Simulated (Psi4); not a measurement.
# CH7AlSi (SMILES [CH3][AlH][SiH3]): levels of theory compared

Wanted: a comparison of 4 runs (B3LYP/cc-pVDZ, CAM-B3LYP/cc-pVDZ, M06-2X/cc-pVDZ, wB97X/cc-pVDZ) of CH7AlSi. 

The results are computed with Psi4 1.11.

2 further runs of the same task are left out: 2 set aside as unsound or not needed. Runs told in other sessions of the task aren't counted.

### Step 1. Starting point

CH7AlSi has 10 atoms, charge 0, and is taken as a singlet. As SMILES, `[CH3][AlH][SiH3]`. The Si3–H9 distance was set to 1.942 Å, away from the relaxed value.

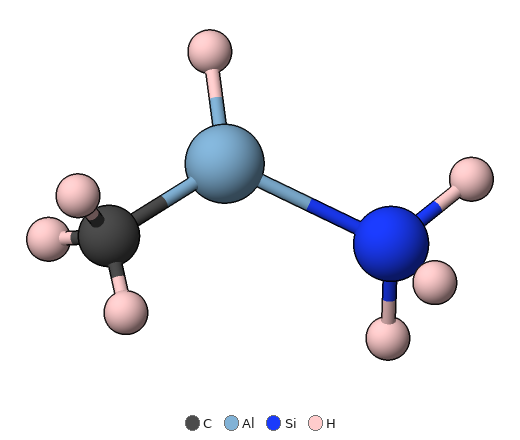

The structure, seen from a chosen angle (carbon dark grey, aluminium light blue, silicon blue, hydrogen pink).

### Step 2. A single-point energy at B3LYP/cc-pVDZ (run 1)

ch7alsi.json reads:

```json
{
 "schema_name": "qcschema_input",
 "schema_version": 1,
 "molecule": {
  "schema_name": "qcschema_molecule",
  "schema_version": 2,
  "symbols": ["C", "Al", "Si", "H", "H", "H", "H", "H", "H", "H"],
  "geometry": [-2.6077219, 1.42390675, -2.23620741, 0.86464986, 0.18103387, -2.10109199, 2.28685774, -2.4963301, 1.42570387, -3.51630222, 0.84206007, -4.00329031, -3.78350949, 0.77554171, -0.66962445, -2.62586327, 3.49466863, -2.23242796, 2.76911585, 0.93635741, -4.30602443, 0.72443218, -4.84015741, 1.60636169, 1.89010407, -0.74644182, 4.62699442, 4.97952849, -3.30192035, 1.24617989],
  "molecular_charge": 0,
  "molecular_multiplicity": 1,
  "fix_symmetry": "c1",
  "fix_com": true,
  "fix_orientation": true
 },
 "driver": "energy",
 "model": {
  "method": "b3lyp",
  "basis": "cc-pVDZ"
 },
 "keywords": {
  "puream": true,
  "e_convergence": 1e-09,
  "d_convergence": 1e-08,
  "scf_type": "pk",
  "dft_radial_points": 99,
  "dft_spherical_points": 590
 }
}
```

On the command line:

```bash
$ psi4 --qcschema ch7alsi.json -n 1 --memory 2200MB
```

stdout:

```text
[...]
  Running in c1 symmetry.
[...]
  Nuclear repulsion =  126.361924349593210
[...]
  Multiplicity = 1
[...]
  Nalpha       = 20
  Nbeta        = 20
[...]
    Number of basis functions: 85
[...]
   @RKS iter   1:  -573.92476481761696   -4.79401e-01   8.59758e-03 ADIIS/DIIS
[...]
   @RKS iter  11:  -574.22831297369260   -1.70530e-12   2.76523e-09 DIIS
[...]
  @RKS Final Energy:  -574.22831297369260
   => Energetics <=
    Nuclear Repulsion Energy =            126.3619243495932096
    One-Electron Energy =               -1044.9501687337776730
    Two-Electron Energy =                 382.7033818997576304
    DFT Exchange-Correlation Energy =     -38.3434504892657415
    Empirical Dispersion Energy =           0.0000000000000000
    VV10 Nonlocal Energy =                  0.0000000000000000
    Total Energy =                       -574.2283129736924820
[...]
 Multipole Moments:
 ------------------------------------------------------------------------------------
     Multipole            Electronic (a.u.)      Nuclear  (a.u.)        Total (a.u.)
 ------------------------------------------------------------------------------------
 L = 1.  Multiply by 2.5417464519 to convert [e a0] to [Debye]
 Dipole X            :        -28.3722209           28.0476307           -0.3245902
 Dipole Y            :         27.0067082          -26.8916324            0.1150759
 Dipole Z            :         24.0518367          -24.5034173           -0.4515806
 Magnitude           :                                                    0.5679140
[...]
```

The result, in JSON:

```text
{
 "driver": "energy",
 "model": {
  "method": "b3lyp",
  "basis": "cc-pVDZ"
 },
 "success": true,
 "return_result": -574.2283129736926,
 "properties": {
  "calcinfo_nbasis": 85,
  "calcinfo_nmo": 85,
  "calcinfo_nalpha": 20,
  "calcinfo_nbeta": 20,
  "calcinfo_natom": 10,
  "nuclear_repulsion_energy": 126.36192434959321,
  "return_energy": -574.2283129736926,
  "scf_one_electron_energy": -1044.9501687337777,
  "scf_two_electron_energy": 382.70338189975763,
  "scf_xc_energy": -38.34345048926574,
  "scf_dipole_moment": [-0.3245901990205091, 0.11507588322241702, -0.4515805753393174],
  "scf_total_energy": -574.2283129736926,
  "scf_iterations": 11
 }
}
```

It took 15 s on 1 thread of Intel Xeon 6975P-C (Granite Rapids), shared host; peak memory 1.6 GiB.

### Step 3. Energy and forces at CAM-B3LYP/cc-pVDZ (run 2)

input.inp reads:

```
memory 2200 mb

molecule {
  0 1
  C     -1.379947     0.753499    -1.183350
  Al     0.457553     0.095799    -1.111850
  Si     1.210153    -1.321001     0.754450
  H     -1.860747     0.445599    -2.118450
  H     -2.002147     0.410399    -0.354350
  H     -1.389547     1.849299    -1.181350
  H      1.465353     0.495499    -2.278650
  H      0.383353    -2.561301     0.850050
  H      1.000200    -0.395000     2.448500
  H      2.635053    -1.747301     0.659450
  symmetry c1
}

set {
  puream               true
  e_convergence        1e-09
  d_convergence        1e-08
  scf_type             pk
  dft_radial_points    99
  dft_spherical_points 590
}

energy_value, wavefunction = gradient('cam-b3lyp/cc-pVDZ', return_wfn=True)
oeprop(wavefunction, 'MAYER_INDICES', 'DIPOLE', 'LOWDIN_CHARGES')
```

On the command line:

```bash
$ psi4 -n 1 input.inp input.out
```

input.out:

```text
[...]
  Running in c1 symmetry.
[...]
  Nuclear repulsion =  126.361924282538126
[...]
  Multiplicity = 1
[...]
  Nalpha       = 20
  Nbeta        = 20
[...]
    Number of basis functions: 85
[...]
   @RKS iter   1:  -573.95173561926640   -7.18762e-01   7.06578e-03 DIIS/ADIIS
[...]
   @RKS iter  10:  -574.15296958808426   -1.40972e-11   7.78423e-09 DIIS
[...]
  @RKS Final Energy:  -574.15296958808426
   => Energetics <=
    Nuclear Repulsion Energy =            126.3619242825381264
    One-Electron Energy =               -1044.8898117763092159
    Two-Electron Energy =                 379.9535327715150288
    DFT Exchange-Correlation Energy =     -35.5786148658282215
    Empirical Dispersion Energy =           0.0000000000000000
    VV10 Nonlocal Energy =                  0.0000000000000000
    Total Energy =                       -574.1529695880842610
[...]
  -Total Gradient:
     Atom            X                  Y                   Z
    ------   -----------------  -----------------  -----------------
       1       -0.003469888435     0.002028999154    -0.000268381935
       2       -0.001013098107    -0.001310471700    -0.001698901695
       3        0.006946658519    -0.028947652090    -0.046732847552
       4        0.002428122922     0.001422989378     0.004809929591
       5        0.003294475547     0.001686370934    -0.004381859436
       6       -0.000081164532    -0.005538745227     0.000033691910
       7       -0.000531696719     0.000548847201    -0.000318374895
       8        0.000980514389     0.000752746329    -0.002728030956
       9       -0.006752706094     0.029505042495     0.053748782763
      10       -0.001804191158    -0.000151646716    -0.002462188240
[...]
```

It took 43 s on 1 thread of Intel Xeon 6975P-C (Granite Rapids), shared host; peak memory 1.6 GiB.

Run 3 isn't shown in full; the table further down has it.

### Step 4. Energy and gradient at wB97X/cc-pVDZ (run 4)

run.py reads:

```python
import psi4

psi4.set_memory(2200000000)
psi4.set_num_threads(1)
psi4.core.set_output_file('run.log', False)

mol = psi4.geometry("""
C     -1.379947     0.753499    -1.183350
Al     0.457553     0.095799    -1.111850
Si     1.210153    -1.321001     0.754450
H     -1.860747     0.445599    -2.118450
H     -2.002147     0.410399    -0.354350
H     -1.389547     1.849299    -1.181350
H      1.465353     0.495499    -2.278650
H      0.383353    -2.561301     0.850050
H      1.000200    -0.395000     2.448500
H      2.635053    -1.747301     0.659450
symmetry c1
no_reorient
no_com
""")

options = {'puream': True, 'e_convergence': 1e-09, 'd_convergence': 1e-08, 'scf_type': 'pk', 'dft_radial_points': 99, 'dft_spherical_points': 590}
psi4.set_options(options)

e, wfn = psi4.gradient("wb97x/cc-pVDZ", molecule=mol, return_wfn=True)
psi4.oeprop(wfn, "WIBERG_LOWDIN_INDICES", "MAYER_INDICES", "DIPOLE", title="WB97X")
print('gradient / Eh bohr^-1')
print(e.np.round(6))
print(f'energy = {wfn.energy():.10f} Eh')
for k, v in sorted(psi4.core.scalar_variables().items()):
    print(f'{k:45s} {v:18.10f}')
```

On the command line:

```bash
$ python run.py
```

run.log:

```text
[...]
  Running in c1 symmetry.
[...]
  Nuclear repulsion =  126.361924282538126
[...]
  Multiplicity = 1
[...]
  Nalpha       = 20
  Nbeta        = 20
[...]
    Number of basis functions: 85
[...]
   @RKS iter   1:  -574.01164565704050   -8.75669e-01   5.86659e-03 ADIIS/DIIS
[...]
   @RKS iter  10:  -574.15699123693287   -2.05773e-11   7.76758e-09 DIIS
[...]
  @RKS Final Energy:  -574.15699123693287
   => Energetics <=
    Nuclear Repulsion Energy =            126.3619242825381264
    One-Electron Energy =               -1044.8915700841857870
    Two-Electron Energy =                 379.2943299268391684
    DFT Exchange-Correlation Energy =     -34.9216753621241978
    Empirical Dispersion Energy =           0.0000000000000000
    VV10 Nonlocal Energy =                  0.0000000000000000
    Total Energy =                       -574.1569912369327540
[...]
  -Total Gradient:
     Atom            X                  Y                   Z
    ------   -----------------  -----------------  -----------------
       1       -0.003510841441     0.002036699412    -0.000249579565
       2       -0.001079253962    -0.001144554941    -0.002138135463
       3        0.007462474828    -0.030438309233    -0.048322357009
       4        0.002573072214     0.001443214187     0.004895502663
       5        0.003567929478     0.001766433034    -0.004647038257
       6       -0.000006897529    -0.005662025922     0.000011462271
       7       -0.001154190773     0.000445381341     0.000260875644
       8        0.001625080133     0.001529677090    -0.002650582817
       9       -0.006842460431     0.030079099255     0.055127482508
      10       -0.002802192264     0.000032248511    -0.002247127785
[...]
```

The script printed:

```text
gradient / Eh bohr^-1
[[-3.5110e-03  2.0370e-03 -2.5000e-04]
 [-1.0790e-03 -1.1450e-03 -2.1380e-03]
 [ 7.4620e-03 -3.0438e-02 -4.8322e-02]
 [ 2.5730e-03  1.4430e-03  4.8960e-03]
 [ 3.5680e-03  1.7660e-03 -4.6470e-03]
 [-7.0000e-06 -5.6620e-03  1.1000e-05]
 [-1.1540e-03  4.4500e-04  2.6100e-04]
 [ 1.6250e-03  1.5300e-03 -2.6510e-03]
 [-6.8420e-03  3.0079e-02  5.5127e-02]
 [-2.8020e-03  3.2000e-05 -2.2470e-03]]
energy = -574.1569912369 Eh
CURRENT ENERGY                                   -574.1569912369
CURRENT REFERENCE ENERGY                         -574.1569912369
DD SOLVATION ENERGY                                 0.0000000000
DFT FUNCTIONAL TOTAL ENERGY                      -574.1569912369
DFT TOTAL ENERGY                                 -574.1569912369
DFT VV10 ENERGY                                     0.0000000000
DFT XC ENERGY                                     -34.9216753621
GRID ELECTRONS ALPHA                               19.9999996340
GRID ELECTRONS BETA                                19.9999996340
GRID ELECTRONS TOTAL                               39.9999992680
NUCLEAR REPULSION ENERGY                          126.3619242825
ONE-ELECTRON ENERGY                             -1044.8915700842
PCM POLARIZATION ENERGY                             0.0000000000
PE ENERGY                                           0.0000000000
SCF ITERATION ENERGY                             -574.1569912369
SCF ITERATIONS                                     10.0000000000
SCF TOTAL ENERGY                                 -574.1569912369
TWO-ELECTRON ENERGY                               379.2943299268
XC GRID RADIAL POINTS                              99.0000000000
XC GRID SPHERICAL POINTS                          590.0000000000
XC GRID TOTAL POINTS                           555843.0000000000
```

Run time: 42 s. Hardware: 1 thread of Intel Xeon 6975P-C (Granite Rapids), shared host; peak memory 1.6 GiB.

### Step 5. The series

```tsv
run	level	task	properties	energy (Eh)	dipole moment (D)	HOMO energy (eV)	LUMO energy (eV)	wall time
1	B3LYP/cc-pVDZ	energy	–	-574.228313	1.44	-7.16	-2.06	15 s
2	CAM-B3LYP/cc-pVDZ	gradient	(mayer, dipole, lowdin)	-574.152970	1.46	-8.59	-0.90	43 s
3	M06-2X/cc-pVDZ	energy	–	-574.098784	1.48	-8.31	-1.26	31 s
4	wB97X/cc-pVDZ	gradient	(wiberg, mayer, dipole)	-574.156991	1.48	-9.61	0.00	42 s
```

### Step 6. Outcome

```
                       quantity          value
            run 4: total energy  -574.15699 Eh
           run 4: dipole moment         1.48 D
             run 4: HOMO energy       -9.61 eV
             run 4: LUMO energy        0.00 eV
           run 4: HOMO–LUMO gap        9.61 eV
run 4: largest force on an atom     3.248 eV/Å
```

The dipole moment (its size) runs from 1.44 D (B3LYP/cc-pVDZ) to 1.48 D (wB97X/cc-pVDZ). The HOMO–LUMO gap runs from 5.09 eV (B3LYP/cc-pVDZ) to 9.61 eV (wB97X/cc-pVDZ). Totals of different functionals can't be ranked against each other. All runs together took 2.2 min, the longest 43 s.
